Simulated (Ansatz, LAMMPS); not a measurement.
# Which site? S in place of O in glassy 83P2O5-17Al2O3 (mol %) (80 atoms), part 2 of 5

Aim: make S in place of O at several sites of glassy 83P2O5-17Al2O3 (mol %) (80 atoms), relax each, and compare their energies.

Ansatz 0.2.0; Kohn-Sham DFT, PBE, PAW (set soft_2), plane waves.

The cell: 20 P, 4 Al and 56 O. The quench rate of 6 K/ps is orders of magnitude faster than experiment. The network of bonds at the start is that of the classical potential that made the cell. The Brillouin zone is sampled at Γ only, in a cell whose shortest periodic width is 10 Å.

So far. Step 2 (Single point at the start): The r.m.s. force at the start is 1.4 eV/Å. Step 3 (Relaxation): The relaxation converged after 19 steps, 10.0 eV below its start, with a largest force component of 0.037 eV/Å.

## Step 4: Single point at the relaxed geometry

One more single point at the end of the walk gives the fuller output and checks the residual forces.

input.yaml

```yaml
crystal:
  lattice:
    - [10.13788, 0.0, 0.0]
    - [0.0, 10.13788, 0.0]
    - [0.0, 0.0, 10.13788]
  atoms:
    - { symbol: P, position: [0.89424, 0.79273, 0.9362] }
    - { symbol: P, position: [0.94552, 0.39546, 0.40489] }
    - { symbol: P, position: [0.82375, 0.61558, 0.71145] }
    - { symbol: P, position: [0.2031, 0.44841, 0.08136] }
    - { symbol: P, position: [0.03941, 0.69693, 0.17355] }
    - { symbol: P, position: [0.5399, 0.24559, 0.00855] }
    [... 68 atom lines left out ...]
    - { symbol: O, position: [0.0025, 0.89781, 0.92471] }
    - { symbol: O, position: [0.39824, 0.76489, 0.72495] }
    - { symbol: O, position: [0.07992, 0.34353, 0.0897] }
    - { symbol: O, position: [0.07075, 0.44217, 0.35024] }
    - { symbol: O, position: [0.88359, 0.9441, 0.70111] }
    - { symbol: O, position: [0.28055, 0.38318, 0.1996] }
kpoints:
  mp_grid: { grid: [1, 1, 1] }
hamiltonian:
  xc: pbe
scf:
  occupations: { method: gaussian, width: 0.025 }
output:
  forces: true
  stress: true
  populations: intrinsic
  dos:
    method: { smearing: { sigma: 0.15 } }
    de: 0.1
    projected: { site_lists: { Al: [Al], O: [O], P: [P] } }
  eigenvalues: true
  write_density: true
  write_potential: true
  volumetric_format: npy
  elf: true
```

Started as:

```sh
> ansatz run input.yaml --threads 4 --pin off --max-ram 8192MiB --backend cpu --events-out ev --progress --plain --runs-dir out
```

Numbers of over 12 decimals in the logs are rounded to 6 here.

What it wrote:

```text
[...]
Crystal: 80 atoms, lattice volume = 1041.937 Å³
Basis set: ecut = 420 eV, 20341 PW (Γ), exchange–correlation on 144×144×144 points (8 copies of the dense FFT grid, shifted against one another)
Bands: 304, of which v1, the nominal top of the filled ones, is band 224 counted from 1 (223 counted from 0)
Symmetry: 1 space group operations
[...]
k-points: 1
[...]
SCF iter   1: F=—  HF=-49065.636501 eV  |F-HF|=—  |Δ(HF+E_count)|=         —  Δρ=3.96e-3  dr2=1.72e-1  ethr=1.77e-3  ⟨swp⟩=7.0  Hψ=1601  notcnv=0  defer=60
[...]
SCF iter  10: F=-49065.633972 eV  HF=-49065.633972 eV  |F-HF|=3.61e-8  |Δ(HF+E_count)|=   6.13e-8  Δρ=2.04e-6  dr2=4.04e-8  ethr=2.23e-11  ⟨swp⟩=25.0  Hψ=3133  notcnv=0
SCF 1 converged in 10 iterations: F = -49065.633972 eV  dr2 = 4.04e-8
[...]
WARN: The input density's exchange-correlation potential varies sharply where the density is thin. Do not read a vacuum level from v_tot or v_xc, or from such a field of the output density. On a cell that repeats whose density bears no net charge and no dipole along the vacuum's axis use v_es (v_loc + v_h of the components); [...]
SCF converged after 10 iterations
Free energy (F): -49065.633972 eV
[...]
Internal energy: -49065.633972 eV  (E = F + TS)
E sigma→0 (E₀):  -49065.633972 eV
Fermi energy:    4.935581 eV
[...]
--- Forces (eV/Å), atoms counted from 1 ---
  atom   1  P      0.02520214     0.00832251     0.00161400
  atom   2  P     -0.00019971    -0.01673232     0.01216169
  atom   3  P      0.01667663    -0.00881702    -0.01539098
  atom   4  P     -0.00524334    -0.01706890     0.00211935
  atom   5  P      0.01055836     0.01443614    -0.00097399
  atom   6  P     -0.03596875    -0.00735999     0.00768111
  atom   7  P      0.01432947    -0.00528618    -0.00271711
  atom   8  P      0.00428324    -0.01047380     0.00294185
  atom   9  P      0.02079726     0.01000154     0.00010261
  atom  10  P      0.00963370    -0.02939967    -0.01161651
  atom  11  P      0.00657805    -0.00335987    -0.00222178
  atom  12  P      0.00373298     0.00676854     0.01035390
  atom  13  P     -0.00171250    -0.01357321     0.00923169
  atom  14  P     -0.00323169    -0.00928678     0.00105716
[...]
atom  79  O     -0.00450911     0.00297127    -0.00384539
  atom  80  O     -0.00007299     0.01317503     0.00213458
  max |Σ_I F_I| component: 4.93e-5 eV/Å
--- Stress (GPa, compression-positive) ---
       -0.853276      -0.578363       1.271697
       -0.578366      -0.467210      -0.607601
        1.271696      -0.607603      -2.285942
  P = ⅓ Tr σ = -1.2021 GPa (-12.021 kbar)
--- Band table (eV) ---
[...]
--- intrinsic populations: 80 sites ---
  site symbol       q [e]
     0      P      2.7564
     1      P      2.8659
     2      P      2.8609
[...]
79      O      6.8409
  spilling = 0.000000 (of n_electrons = 448.000000)
```

It took 15 s on 4 threads of Arm Neoverse V2, shared host; peak memory 1.2 GiB.

The program notes that the exchange-correlation potential is rough where the density is thin.

Numbers from this run:

- free energy: -49065.6340 eV
- free energy per atom: -613.3204 eV/atom
- SCF cycles: 10
- pressure: -1.202 GPa
- r.m.s. force component: 0.00942 eV/Å
- longest force: 0.03751 eV/Å
- Fermi energy: 4.936 eV
- gap (highest filled to lowest empty level): 3.108 eV

Intrinsic-atomic-orbital charges by element and coordination:

| element | coordination | atoms | mean charge (e) | spread | least | most |
| --- | --- | --- | --- | --- | --- | --- |
| Al | all | 4 | 1.38 | 0.0301 | 1.36 | 1.43 |
| Al | 4 | 1 | 1.43 | 0 | 1.43 | 1.43 |
| Al | 5 | 3 | 1.37 | 0.0105 | 1.36 | 1.38 |
| O | all | 56 | -0.873 | 0.0319 | -0.954 | -0.816 |
| O | 1 | 9 | -0.922 | 0.0219 | -0.954 | -0.878 |
| O | 2 | 47 | -0.863 | 0.0238 | -0.923 | -0.816 |
| P | all | 20 | 2.17 | 0.0399 | 2.12 | 2.24 |
| P | 4 | 16 | 2.17 | 0.0425 | 2.12 | 2.24 |
| P | 5 | 4 | 2.15 | 0.0218 | 2.12 | 2.17 |

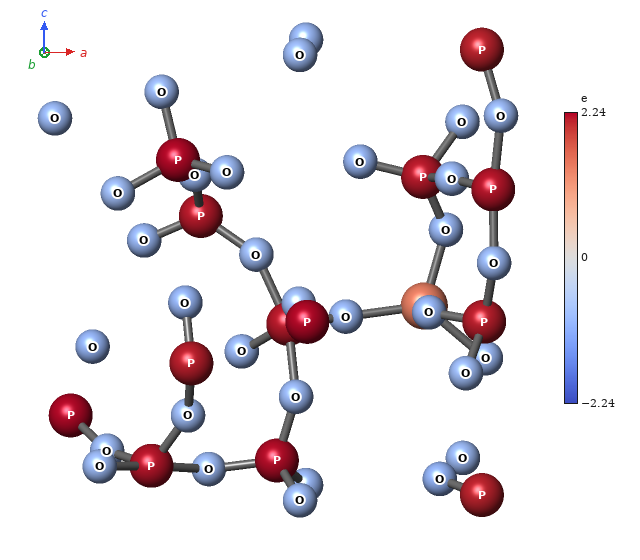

Atoms coloured by intrinsic-atomic-orbital charge. Drawn is a slice 5 Å thick, seen along the normal of the ac plane. Bonds to atoms that aren't drawn are left out.

States in the cell by windows of 1 eV, zero at the Fermi level; the larger projections on atomic orbitals stand beside the total:

| from (eV) | to (eV) | total | O p | P p | O s |
| --- | --- | --- | --- | --- | --- |
| -14 | -13 | 5.5 | 3.3 | 0.8 | 0.6 |
| -13 | -12 | 9.3 | 5.7 | 1.6 | 0.8 |
| -12 | -11 | 11.2 | 7.2 | 2.2 | 0.7 |
| -11 | -10 | 16.7 | 11.5 | 3.6 | 0.5 |
| -10 | -9 | 14.2 | 9.9 | 1.9 | 0.9 |
| -9 | -8 | 21.4 | 15.4 | 2.8 | 1.5 |
| -8 | -7 | 23.6 | 18.4 | 2.2 | 2.0 |
| -7 | -6 | 40.5 | 34.3 | 2.5 | 2.2 |
| -6 | -5 | 42.2 | 36.9 | 2.0 | 1.8 |
| -5 | -4 | 56.5 | 51.8 | 1.5 | 1.4 |
| -4 | -3 | 45.9 | 43.2 | 1.0 | 0.6 |
| -3 | -2 | 33.8 | 32.0 | 0.9 | 0.2 |
| -2 | -1 | 5.7 | 5.3 | 0.2 | 0.0 |
| -1 | 1 | 0.0 | 0.0 | 0.0 | 0.0 |
| 1 | 2 | 2.0 | 0.4 | 0.2 | 0.4 |
| 2 | 3 | 6.1 | 1.3 | 1.2 | 0.9 |
| 3 | 4 | 5.8 | 0.9 | 1.3 | 1.1 |
| 4 | 5 | 17.6 | 2.5 | 5.4 | 2.7 |

Between -26 and -14 eV lie 122 more states.

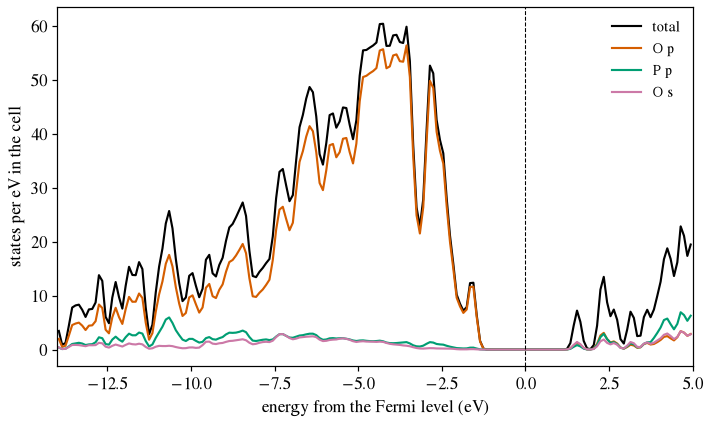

Total and projected density of states, with the broadening of the input.

The levels nearest the highest filled one (over half full), pooled over k-points and spins:

| level less the highest filled one (eV) | occupation |
| --- | --- |
| -0.818 | 2 |
| -0.648 | 2 |
| -0.639 | 2 |
| -0.376 | 2 |
| -0.0922 | 2 |
| 0 | 2 |
| 3.11 | 0 |
| 3.84 | 0 |
| 3.91 | 0 |
| 4.22 | 0 |
| 4.73 | 0 |
| 5.17 | 0 |

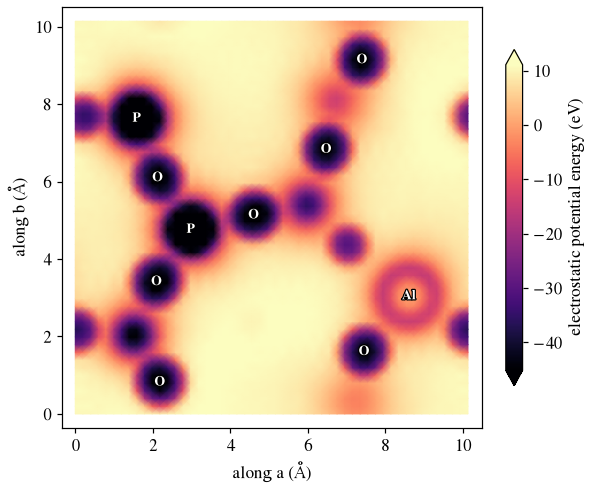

Electrostatic potential energy in the ab plane at fractional z = 0.707, with atoms of P and Al and O within 0.2 Å of it. With pseudopotentials it is smooth inside the atoms' cores, unlike the true potential. The map starts off the cell's origin, so that atoms lie inside it.

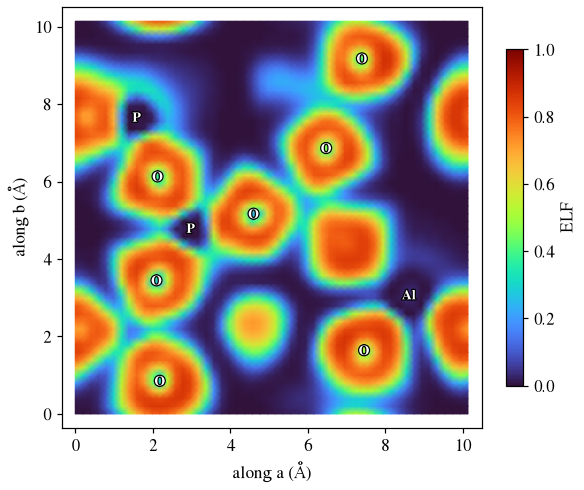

ELF in the ab plane at fractional z = 0.707, with atoms of P and Al and O within 0.2 Å of it. It is the smooth field of the valence electrons, not physical close to the nuclei. The map starts off the cell's origin, so that atoms lie inside it.

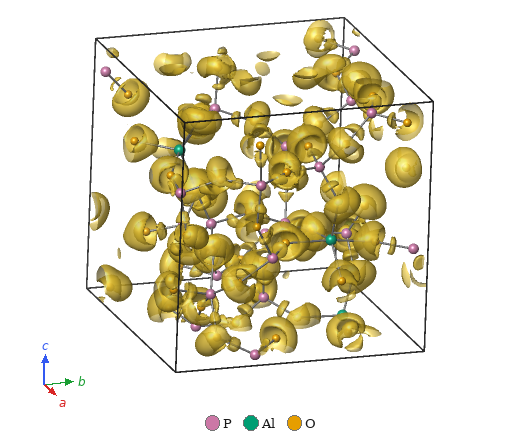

Surface of ELF = 0.81. Bonds to atoms that aren't drawn are left out.

Filled and empty levels are parted by 3.11 eV (at Γ alone); a semilocal functional tends to put such gaps too low. In a disordered cell it changes from sample to sample, and tail or defect levels can set it. Mean intrinsic-atomic-orbital charges: Al +1.38, O -0.87, P +2.17 e.

(Part 2 of 5 ends here.)

[Logs are printed without paths, hosts, clocks, repeated set-up lines and the standing remarks that a program may print on its own settings, such as how far it seeks lower states.]

[Hosts, paths, dates, database ids (printed as entryN), source tags and the programs' standing remarks are cut or masked in the printed files.]
